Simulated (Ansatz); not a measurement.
# BCCD(T)/STO-3G run of N2O (nitrous oxide)

Aim: the energy change on altering one bond length of N2O (nitrous oxide) at BCCD(T)/STO-3G, from 2 runs. 

Program for the calculation: Ansatz 0.2.0.

30 further runs of the same task are left out: 6 that didn't finish, 24 set aside as unsound or not needed.

### Step 1. The structure to begin with

N2O: 3 atoms, total charge 0, spin state singlet. As SMILES, `N#[N+][O-]`. The shape is that of a PBE0-D4/def2-TZVP optimisation.

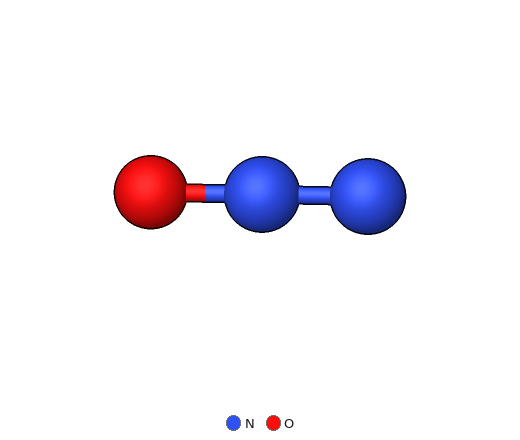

The structure, seen from a chosen angle (nitrogen blue, oxygen red).

### Step 2. The energy at BCCD(T)/STO-3G

job.yaml reads:

```yaml
crystal:
  periodic: [false, false, false]
  atoms:
    - symbol: "N"
      position_ang: [-0.511700, 1.001300, -0.167900]
    - symbol: "N"
      position_ang: [-0.008400, 0.016500, -0.002800]
    - symbol: O
      position_ang: [0.520100, -1.017800, 0.170700]
basis:
  gaussian:
    orbitals: STO-3G
correlation:
  method: bccd_t
  frozen_orbitals: {"N": 1, O: 1}
scf:
  omitted_lower_state_checks: [cluster_reference, increment]
accuracy: high
```

The run is started by

```bash
$ ansatz run job.yaml --threads 1 --pin off --max-ram 2610MiB --events-out events.jsonl --progress --plain --runs-dir runs
```

The program printed, shortened:

```text
Warning: RAYON_NUM_THREADS=1 ignored (pool sized by the plan → 1); use --threads N
Functional definition: HF
  name "HF"
[...]
252 factors; integrals over basis functions are off by at most 2.3e-8 eV
[...]
mean field -4930.34395590 eV, -181.1867984723 hartree, gradient 8.9e-8 eV, S^2 0.000000; 0 other end points of the search recorded, 0 dependent functions left out; unrestricted orbitals would lower it
3 core orbitals not correlated: weight in the atoms' cores, before any rotation towards them, 1.000 or more for the frozen orbitals, at most 0.000 for the correlated occupied ones
reference -4930.34395590 eV, -181.1867984723 hartree; 8, 8 occupied and 4, 4 virtual orbitals, 252 factors
second order -6.44151662 eV of doubles, -0.00000000 eV of singles
cycle   1  -5.24472030 eV  change     1.2e0 eV  update   1.6e-1
[...]
cycle  21  -5.98234803 eV  change  -5.5e-10 eV  update  1.4e-10
perturbative correction -0.56317815 eV, -0.0206964153 hartree
Total energy: -4936.88948208 eV, -181.4273421227 hartree
Checks for a lower state left out: cluster_reference, increment
```

Run time: 0.31 s. Hardware: 1 thread of Intel Xeon Platinum 8375C at 2.90GHz (Ice Lake), shared host.

### Step 3. The distorted shape, same level

run.yaml reads:

```yaml
basis:
  gaussian:
    orbitals: STO-3G
crystal:
  periodic: [false, false, false]
  atoms:
    - {symbol: "N", position_ang: [-0.643831, 1.259886, -0.211277]}
    - {symbol: "N", position_ang: [-0.140531, 0.275086, -0.046177]}
    - {symbol: O, position_ang: [0.520100, -1.017800, 0.170700]}
correlation:
  method: bccd_t
  frozen_orbitals: {"N": 1, O: 1}
accuracy: high
scf:
  omitted_lower_state_checks: [cluster_reference, increment]
```

The run is started by

```bash
$ ansatz run run.yaml --threads 1 --pin off --max-ram 2610MiB --events-out events.jsonl --progress --plain --runs-dir runs
```

The program printed, shortened:

```text
Warning: RAYON_NUM_THREADS=1 ignored (pool sized by the plan → 1); use --threads N
[... 2 set-up lines as earlier in the session ...]
[...]
249 factors; integrals over basis functions are off by at most 1.4e-8 eV
[...]
mean field -4930.38733206 eV, -181.1883925168 hartree, gradient 8.3e-8 eV, S^2 0.000000; 0 other end points of the search recorded, 0 dependent functions left out; unrestricted orbitals would lower it
3 core orbitals not correlated: weight in the atoms' cores, before any rotation towards them, 1.000 or more for the frozen orbitals, at most 0.000 for the correlated occupied ones
reference -4930.38733206 eV, -181.1883925168 hartree; 8, 8 occupied and 4, 4 virtual orbitals, 249 factors
second order -5.54475556 eV of doubles, -0.00000000 eV of singles
cycle   1  -5.22223256 eV  change    3.2e-1 eV  update   1.3e-1
[...]
cycle  25  -5.78672771 eV  change   9.2e-10 eV  update  9.1e-10
perturbative correction -0.47580932 eV, -0.0174856701 hartree
Total energy: -4936.64986910 eV, -181.4185365080 hartree
Checks for a lower state left out: cluster_reference, increment
```

Run time: 0.66 s. Hardware: 1 thread of Intel Xeon Platinum 8375C at 2.90GHz (Ice Lake), shared host.

### Step 4. What came out

At BCCD(T)/STO-3G, 3 core orbitals frozen:

```
                                                         quantity          value
                                        first shape: total energy  -181.42734 Eh
         first shape: correlation energy (3 core orbitals frozen)     -240.5 mEh
                                      first shape: (T) correction     -20.70 mEh
                                    distorted shape: total energy  -181.41854 Eh
     distorted shape: correlation energy (3 core orbitals frozen)     -230.1 mEh
                                  distorted shape: (T) correction     -17.49 mEh
energy change with the N2–O3 bond stretched from 1.174 to 1.468 Å       0.240 eV
```

In words: With the N2–O3 bond stretched from 1.174 to 1.468 Å the energy rises by 0.24 eV (5.5 kcal/mol). The first shape isn't relaxed at this level, so the change isn't measured from a minimum. The minimal basis adds a large error of its own. The restricted solution (first shape) is unstable to spin breaking: an unrestricted one lies lower. The triples (first shape) make up 8.6 % of the correlation energy. The restricted solution (distorted shape) is unstable to spin breaking: an unrestricted one lies lower. The triples (distorted shape) make up 7.6 % of the correlation energy.
